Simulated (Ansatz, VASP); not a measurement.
## Cross-check of InP between VASP and Ansatz

One calculation is typed for both programs; each brings its own data sets and cutoff. How far apart do they land?

Program: Ansatz 0.2.0. Level of theory: plane waves, with VASP 6.6.1 beside it; relaxation of cell and atoms at PBE with D3(BJ) and zone-centre phonons at PBE with D3(BJ). Results are calculated unless marked as measured.

## Step 1: The starting structure

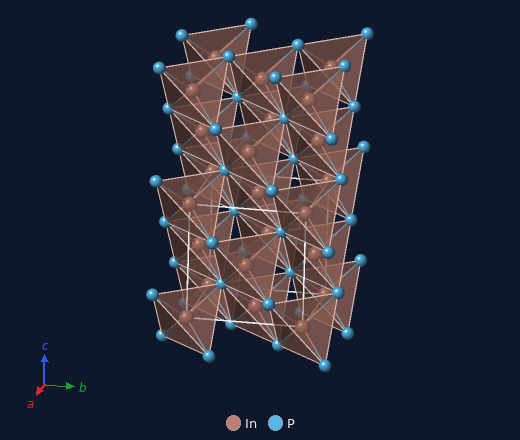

Start, viewed slightly off an axis; indium pink, phosphorus blue. 1×1×2 cells are drawn. This picture shows the conventional cell, with its axes. Some periodic images of atoms are drawn too.

## Step 2: Ansatz: relaxation of cell and atoms, PBE with D3(BJ)

Ansatz runs on its default PAW (the set named soft_2) files.

The relaxed volume is the usual yardstick between codes: its relative difference is about their pressure difference at one cell divided by the bulk modulus.

Contents of input.yaml:

```yaml
crystal:
  lattice:
    - [0.0, 2.93435, 2.93435]
    - [2.93435, 0.0, 2.93435]
    - [2.93435, 2.93435, 0.0]
  atoms:
    - { symbol: In, position: [0.0, 0.0, 0.0] }
    - { symbol: P, position: [0.25, 0.25, 0.25] }
hamiltonian:
  xc: pbe
  pseudopotentials: { kind: paw }
  dispersion: d3bj
kpoints:
  mp_grid: { grid: [7, 7, 7] }
scf:
  occupations: { method: gaussian, width: 0.05 }
relax:
  f_tol: 0.01
  max_steps: 60
  cell: { stress_tol: 0.05 }
output:
  forces: true
  stress: true
```

Command:

```
$ ansatz run input.yaml --threads 4 --pin off --max-ram 9216MiB --backend cpu --events-out ev --progress --plain --runs-dir out
```

Numbers of over 12 decimals in the logs are rounded to 6 here.

The log of the run:

```text
Engine: ansatz 0.2.0, aarch64-unknown-linux-gnu
Pseudopotentials: kind: paw
Pseudopotential: In, paw, valence charge 13, recommended cutoff 420 eV (normal), In.paw.azcp
Pseudopotential: P, paw, valence charge 5, recommended cutoff 420 eV (normal), P.paw.azcp
Functional definition: PBE
  parameter kappa = 0.804
  parameter beta = 0.066725
  exchange = pbe_x(kappa = kappa, mu = beta*pi^2/3)
  correlation = pbe_c(beta = beta)
Crystal: 2 atoms, lattice volume = 50.532 Å³
Basis set: ecut = 420 eV, 965 PW (Γ), exchange–correlation on 60×60×60 points (8 copies of the dense FFT grid, shifted against one another)
Bands: 13, of which v1, the nominal top of the filled ones, is band 9 counted from 1 (8 counted from 0)
Symmetry: 24 space group operations
Space group: F-43m (ITA 216), of the structure as read, at distance tolerance 3.7e-5 Å
k-points: 20 of 343 (time reversal used)
Non-local potential: In, projectors of the file, l = 0: 2, l = 1: 2, l = 2: 2, l = 3: 2
Non-local potential: P, projectors of the file, l = 0: 2, l = 1: 2, l = 2: 2
PAW form: soft (Blöchl's): semilocal exchange-correlation on the pseudo side does not see the compensation charge
PAW one-centre angular grid: In, 590 points (default); XC on 64 Gauss nodes
PAW one-centre angular grid: P, 110 points (default); XC on 64 Gauss nodes
Initial density: superposition of atomic densities (neutral atoms: chi_scale 0, normalization atom), corrected by the library's trained network
Initial wavefunctions: pseudopotential atomic-orbital guess
Functional: x = pbe(κ = 0.804, μ = 0.219515), c = pbe(β = 0.066725)
SCF iter   1: F=—  HF=-6354.609022 eV  |F-HF|=—  |Δ(HF+E_count)|=         —  Δρ=1.89e-3  dr2=3.79e-3  ethr=1.77e-3  ⟨swp⟩=6.3  Hψ=1739  notcnv=0
preconditioner: auto → none  [insulator: Δε(μ)=0.680 eV  Ē_g=14.727 eV  σ=0.050 eV  W_gap=1.00  n_scr=14 (ndim 8)  ℏωp=22.2 eV  f_vac=0.021  D(μ)=0.00/eV (n_scr^D=0)  ε∞_Penn≈3.3]
SCF iter   2: F=—  HF=-6354.606967 eV  |F-HF|=—  |Δ(HF+E_count)|=   2.05e-3  Δρ=1.17e-3  dr2=6.92e-4  ethr=2.11e-5  ⟨swp⟩=2.0  Hψ=647  notcnv=0
SCF iter   3: F=—  HF=-6354.606774 eV  |F-HF|=—  |Δ(HF+E_count)|=   1.93e-4  Δρ=3.54e-4  dr2=6.35e-5  ethr=3.84e-6  ⟨swp⟩=2.1  Hψ=446  notcnv=0
SCF iter   4: F=—  HF=-6354.606818 eV  |F-HF|=—  |Δ(HF+E_count)|=   4.38e-5  Δρ=1.21e-4  dr2=5.63e-6  ethr=3.53e-7  ⟨swp⟩=2.0  Hψ=444  notcnv=0
SCF iter   5: F=—  HF=-6354.606820 eV  |F-HF|=—  |Δ(HF+E_count)|=   1.37e-6  Δρ=6.01e-5  dr2=1.78e-6  ethr=3.13e-8  ⟨swp⟩=2.0  Hψ=454  notcnv=0
SCF iter   6: F=-6354.606819 eV  HF=-6354.606819 eV  |F-HF|=2.70e-8  |Δ(HF+E_count)|=   3.07e-7  Δρ=1.13e-5  dr2=6.00e-8  ethr=5.56e-10  ⟨swp⟩=4.0  Hψ=1092  notcnv=0
SCF 1 converged in 6 iterations: F = -6354.606819 eV  dr2 = 6.00e-8
  greatest PAW one-centre occupation: 0.981 electrons in one spin orbital (limit 2), on the In atom at site 0 (counted from 0), in its partial waves of l = 2
relax step   1: F+E_penalty+E_count = -6354.60681924 eV  Δ(F+E_penalty+E_count) = +0.000e0 eV  max|allowed force component| = 2.405e-16 eV/Å  Δτ_max = 0.0000 Å  P = +0.846 GPa  Ω = 50.532 Å³  (6 SCF iters, dr2 threshold 1.00e-7 eV, accepted)
[...]
relax step   2: F+E_penalty+E_count = -6354.60827966 eV  Δ(F+E_penalty+E_count) = -1.460e-3 eV  max|allowed force component| = 1.156e-16 eV/Å  Δτ_max = 0.0000 Å  P = -0.116 GPa  Ω = 51.263 Å³  energy of the carried Pulay correction = -1.743e-4 eV  (5 SCF iters, dr2 threshold 2.00e-7 eV, accepted)
[...]
relax step   3: F+E_penalty+E_count = -6354.60833402 eV  Δ(F+E_penalty+E_count) = -5.436e-5 eV  max|allowed force component| = 9.946e-17 eV/Å  Δτ_max = 0.0000 Å  P = -0.002 GPa  Ω = 51.173 Å³  energy of the carried Pulay correction = -1.531e-4 eV  (4 SCF iters, dr2 threshold 3.38e-8 eV, accepted)
[...]
relax step   4: F+E_penalty+E_count = -6354.60848624 eV  Δ(F+E_penalty+E_count) = -1.522e-4 eV  max|allowed force component| = 1.087e-16 eV/Å  Δτ_max = 0.0000 Å  P = -0.002 GPa  Ω = 51.173 Å³  stress off target by 2.15e-3 GPa  SCF on the basis re-selected at this cell (its energy is not comparable with the rows above)  (5 SCF iters)
basis re-selected at this cell: Δ(F+E_penalty+E_count) = -1.522e-4 eV, ΔP = +0.000 GPa vs the last step (what re-selecting the basis moved, of the pressure what is left beyond the Pulay correction that the steps carried, after the strain that the cell walked since its last selection, with what the two solves' SCF thresholds leave and, on support functions, any second-order correction that the steps lacked; it is no m [...]
SCF converged after 5 iterations
Free energy (F): -6354.608486 eV
Harris-Foulkes:  -6354.608486 eV  (|F-HF|=4.73e-11)
Internal energy: -6354.608486 eV  (E = F + TS)
E sigma→0 (E₀):  -6354.608486 eV
Fermi energy:    7.104033 eV
--- Per-component energies (eV) ---
  E_band       = -55.128780
  E_kinetic    = 313.264113
  E_local      = -1408.251652  (includes V_loc(G=0)·N_el)
  E_nonlocal   = 401.426895
  E_hartree    = 555.231282
  E_xc         = -276.464419
  E_vxc        = -159.688784  (∫ρ·V_xc dr)
  E_paw        = -4725.206388  (= ΣΔE_a)
  E_vpaw       = -312.342025  (= ΣTr[D̂ρ^β])
  E_aug_tail   = 0.000029  (compensation charges beyond the density's cutoff)
  E_ewald      = -1213.992261
  E_disp       = -0.616085  (pairwise vdW)
  E_smearing   = -0.000000  (= −TS)
  E_closure    = -0.000000  (closes the sum)
  Σ components = -6354.608486   (vs F -6354.608486, Δ=0.00e0)
--- Forces (eV/Å), atoms counted from 1 ---
  atom   1  In     0.00000000    -0.00000000    -0.00000000
  atom   2  P     -0.00000000     0.00000000     0.00000000
  max |Σ_I F_I| component: 6.48e-17 eV/Å
--- Stress (GPa, compression-positive) ---
       -0.002146      -0.000000       0.000000
        0.000000      -0.002146       0.000000
        0.000000       0.000000      -0.002146
  P = ⅓ Tr σ = -0.0021 GPa (-0.021 kbar)
--- Relaxed structure (3 steps of the walk, 3 accepted, 1 SCFs on fresh bases) ---
  F+E_penalty+E_count = -6354.60848624 eV   max|allowed force component| = 1.087e-16 eV/Å   (the final SCF, on the basis selected at the relaxed cell)
  cell:  # Å, volume = 51.1733 Å³
    - [0, 2.946712, 2.946712]
    - [2.946712, 0, 2.946712]
    - [2.946712, 2.946712, 0]
  atoms:
    - { symbol: In, position: [0, 0, 0] }
    - { symbol: P, position: [0.25, 0.25, 0.25] }
```

It took 1.6 s on 4 threads of Arm Neoverse V1, shared host; peak memory 0.3 GiB.

## Step 3: VASP: relaxation of cell and atoms, PBE with D3(BJ)

The same cell, functional, mesh and smearing now go to VASP, with its own data sets and cutoff.

Lines of VASP's logs that name or quote its potential files are left out, and so is its time.

Contents of INCAR:

```
SYSTEM = InP
PREC = Accurate
ENCUT = 400
EDIFF = 1E-06
NELM = 100
ISMEAR = 0
SIGMA = 0.05
LREAL = .FALSE.
ALGO = Normal
GGA = PE
IVDW = 12
NBANDS = 15
LORBIT = 11
LWAVE = .FALSE.
LCHARG = .FALSE.
KPAR = 2
IBRION = 2
NSW = 60
ISIF = 3
EDIFFG = -0.01
```

Contents of POSCAR:

```
InP
1.0
    0.0000000000      2.9343500000      2.9343500000
    2.9343500000      0.0000000000      2.9343500000
    2.9343500000      2.9343500000      0.0000000000
In P
1 1
Direct
    0.0000000000      0.0000000000      0.0000000000
    0.2500000000      0.2500000000      0.2500000000
```

Contents of KPOINTS:

```
Automatic mesh
0
Gamma
7 7 7
0 0 0
```

The projector-augmented-wave data sets are In_d and P (PBE family, release 64).

Command:

```
$ mpirun -np 2 vasp_std
```

The log of the run:

```text
[banner, memory and clock lines left out]
running    2 mpi-ranks, on    1 nodes
 distrk:  each k-point on    1 cores,    2 groups
 distr:  one band on    1 cores,    1 groups

 POSCAR found type information on POSCAR InP
 POSCAR found :  2 types and       2 ions
 LDA part: xc-table for (Slater+PW92), standard interpolation
 POSCAR, INCAR and KPOINTS ok, starting setup
 FFT: planning ... GRIDC
 FFT: planning ... GRID_SOFT
 FFT: planning ... GRID
 WAVECAR not read
 entering main loop
       N       E                     dE             d eps       ncg     rms          rms(c)
DAV:   1     0.106788348022E+03    0.10679E+03   -0.73236E+03   600   0.112E+03
DAV:   2    -0.144428123200E+01   -0.10823E+03   -0.10390E+03   635   0.282E+02
DAV:   3    -0.861496590073E+01   -0.71707E+01   -0.71299E+01   817   0.767E+01
DAV:   4    -0.879610515864E+01   -0.18114E+00   -0.18110E+00   726   0.131E+01
DAV:   5    -0.880353188904E+01   -0.74267E-02   -0.74265E-02   918   0.220E+00    0.565E+00
DAV:   6    -0.840863856559E+01    0.39489E+00   -0.64809E-01   929   0.137E+01    0.343E+00
DAV:   7    -0.837987236800E+01    0.28766E-01   -0.17240E-01   844   0.341E+00    0.126E+00
DAV:   8    -0.838025158745E+01   -0.37922E-03   -0.15931E-02   769   0.161E+00    0.344E-01
DAV:   9    -0.838091802833E+01   -0.66644E-03   -0.15324E-03   782   0.462E-01    0.170E-01
DAV:  10    -0.838104457402E+01   -0.12655E-03   -0.23998E-04   934   0.185E-01    0.119E-01
DAV:  11    -0.838111344889E+01   -0.68875E-04   -0.78775E-05   677   0.764E-02    0.244E-02
DAV:  12    -0.838111587669E+01   -0.24278E-05   -0.12814E-05   810   0.550E-02    0.158E-02
DAV:  13    -0.838111615378E+01   -0.27709E-06   -0.10227E-06   496   0.691E-03
   1 F= -.90057089E+01 E0= -.90057089E+01  d E =-.900571E+01
 curvature:   0.00 expect dE= 0.000E+00 dE for cont linesearch  0.000E+00
 trial: gam= 0.00000 g(F)=  0.688E-47 g(S)=  0.437E-02 ort = 0.000E+00 (trialstep = 0.100E+01)
 search vector abs. value=  0.437E-02
 bond charge predicted
       N       E                     dE             d eps       ncg     rms          rms(c)
DAV:   1    -0.844420448780E+01   -0.63089E-01   -0.11957E+00   747   0.223E+01    0.148E+00
DAV:   2    -0.840199739655E+01    0.42207E-01   -0.80087E-02   754   0.652E+00    0.534E-01
DAV:   3    -0.839450483090E+01    0.74926E-02   -0.20948E-02   782   0.313E+00    0.320E-01
DAV:   4    -0.839452058692E+01   -0.15756E-04   -0.11603E-03   628   0.315E-01    0.251E-01
DAV:   5    -0.839434517935E+01    0.17541E-03   -0.12109E-04   679   0.104E-01    0.107E-01
DAV:   6    -0.839431351744E+01    0.31662E-04   -0.52240E-05   886   0.799E-02    0.134E-02
DAV:   7    -0.839431527864E+01   -0.17612E-05   -0.65332E-06   710   0.334E-02    0.434E-03
DAV:   8    -0.839431558255E+01   -0.30391E-06   -0.51140E-07   328   0.142E-02
   2 F= -.90067381E+01 E0= -.90067381E+01  d E =-.102915E-02
 trial-energy change:   -0.001029  1 .order   -0.001033   -0.004372    0.002307
 step:   0.6546(harm=  0.6546)  dis= 0.00000  next Energy=    -9.007140 (dE=-0.143E-02)
 bond charge predicted
       N       E                     dE             d eps       ncg     rms          rms(c)
DAV:   1    -0.839653821681E+01   -0.22229E-02   -0.13952E-01   747   0.740E+00    0.527E-01
DAV:   2    -0.839140145854E+01    0.51368E-02   -0.98705E-03   754   0.238E+00    0.182E-01
DAV:   3    -0.839054242022E+01    0.85904E-03   -0.23367E-03   782   0.106E+00    0.113E-01
DAV:   4    -0.839054553515E+01   -0.31149E-05   -0.12848E-04   614   0.104E-01    0.862E-02
DAV:   5    -0.839053827380E+01    0.72613E-05   -0.14165E-05   727   0.352E-02    0.328E-02
DAV:   6    -0.839054181183E+01   -0.35380E-05   -0.52207E-06   914   0.266E-02    0.535E-03
DAV:   7    -0.839054087066E+01    0.94117E-06   -0.48849E-07   321   0.945E-03
   3 F= -.90071360E+01 E0= -.90071360E+01  d E =-.142701E-02
 curvature:  -0.33 expect dE=-0.292E-06 dE for cont linesearch -0.292E-06
 trial: gam= 0.00000 g(F)=  0.232E-47 g(S)=  0.892E-06 ort =-0.624E-04 (trialstep = 0.931E+00)
 search vector abs. value=  0.892E-06
 reached required accuracy - stopping structural energy minimisation
```

Parts of OUTCAR (step 3):

```text
ion  position               nearest neighbor table
   1  0.000  0.000  0.000-   2 2.54   2 2.54   2 2.54   2 2.54
   2  0.250  0.250  0.250-   1 2.54   1 2.54   1 2.54   1 2.54

  LATTYP: Found a face centered cubic cell.
 ALAT       =     5.8687000000

 Subroutine GETGRP returns: Found 24 space group operations
 (whereof 24 operations were pure point group operations)

The static configuration has the point symmetry T_d .

 Found     20 irreducible k-points:

   k-points           NKPTS =     20   k-points in BZ     NKDIM =     20   number of bands    NBANDS=     15

   dimension x,y,z NGX =    28 NGY =   28 NGZ =   28
   dimension x,y,z NGXF=    56 NGYF=   56 NGZF=   56

   ENCUT  =  400.0 eV  29.40 Ry    5.42 a.u.   6.77  6.77  6.77*2*pi/ulx,y,z

   NELECT =      18.0000    total number of electrons

 k-points in reciprocal lattice and weights: Automatic mesh
   0.00000000  0.00000000  0.00000000       0.003
   0.14285714  0.00000000  0.00000000       0.023
   0.28571429  0.00000000  0.00000000       0.023
   0.42857143  0.00000000  0.00000000       0.023
   0.14285714  0.14285714  0.00000000       0.017
   0.28571429  0.14285714  0.00000000       0.070
   0.42857143  0.14285714  0.00000000       0.070
  -0.42857143  0.14285714  0.00000000       0.070
  -0.28571429  0.14285714  0.00000000       0.070
[...]
-0.42857143  0.42857143  0.14285714       0.070
  -0.28571429  0.42857143  0.14285714       0.070

 Edisp (eV)   -0.61242

 average (electrostatic) potential at core
       1 -95.7954       2 -82.8812

 E-fermi :   5.2601

 k-point     1 :       0.0000    0.0000    0.0000
  band No.  band energies     occupation
    ...
      5      -8.9913      2.00000
      6      -6.3895      2.00000
      7       5.0231      2.00000
      8       5.0231      2.00000
      9       5.0231      2.00000
     10       5.6489      0.00000
     11       9.1130      0.00000
     12       9.1130      0.00000
     13       9.1130      0.00000
     14      13.5311      0.00000
    ...

 k-point     2 :       0.1429    0.0000    0.0000
  band No.  band energies     occupation
    ...
      5      -8.9910      2.00000
      6      -6.1632      2.00000
      7       3.2110      2.00000
      8       4.7943      2.00000
      9       4.7943      2.00000
     10       6.6969      0.00000
     11       9.3396      0.00000
     12       9.4526      0.00000
     13       9.4526      0.00000
     14      13.7260      0.00000
    ...

 k-point     3 :       0.2857    0.0000    0.0000
  band No.  band energies     occupation
    ...
      5      -8.9870      2.00000
      6      -5.5494      2.00000
      7       1.1169      2.00000
      8       4.3809      2.00000
      9       4.3809      2.00000
     10       6.7184      0.00000
     11       9.8602      0.00000
     12       9.8602      0.00000
     13      10.7098      0.00000
     14      13.7493      0.00000
    ...

 Edisp (eV)   -0.61660

  Total      -0.00351    -0.00351    -0.00351     0.00000     0.00000    -0.00000
  in kB      -0.11000    -0.11000    -0.11000     0.00000     0.00000    -0.00000
  external pressure =       -0.11 kB  Pullay stress =        0.00 kB

  energy-cutoff  :      400.00
  volume of cell :       51.12
      direct lattice vectors                 reciprocal lattice vectors
    -0.000000000  2.945738747  2.945738747    -0.169736709  0.169736709  0.169736709
     2.945738747 -0.000000000  2.945738747     0.169736709 -0.169736709  0.169736709
     2.945738747  2.945738747 -0.000000000     0.169736709  0.169736709 -0.169736709

 POSITION                                       TOTAL-FORCE (eV/Angst)
 -----------------------------------------------------------------------------------
      0.00000      0.00000      0.00000        -0.000000     -0.000000     -0.000000
      1.47287      1.47287      1.47287         0.000000      0.000000      0.000000
 -----------------------------------------------------------------------------------
    total drift:                                0.000000      0.000000     -0.000000

  FREE ENERGIE OF THE ION-ELECTRON SYSTEM (eV)
  ---------------------------------------------------
  free  energy   TOTEN  =        -9.0071359577 eV

  energy  without entropy=       -9.0071359577  energy(sigma->0) =       -9.00713596

 reached required accuracy - stopping structural energy minimisation

 total charge
# of ion       s       p       d       tot
------------------------------------------
    1        0.826   0.752   9.898  11.476
    2        1.031   1.489   0.000   2.520
--------------------------------------------------
tot          1.857   2.241   9.898  13.995

[... 3 further parts left out ...]
```

(Continued in part 2 of 2.)

[Lines on the potential files, build, host, timing and source positions are cut from VASP's logs without a mark.]

[Logs are printed without paths, hosts, clocks, repeated set-up lines and the standing remarks that a program may print on its own settings, such as how far it seeks lower states.]

[Hosts, paths, dates, database ids (printed as entryN), source tags and the programs' standing remarks are cut or masked in the printed files.]
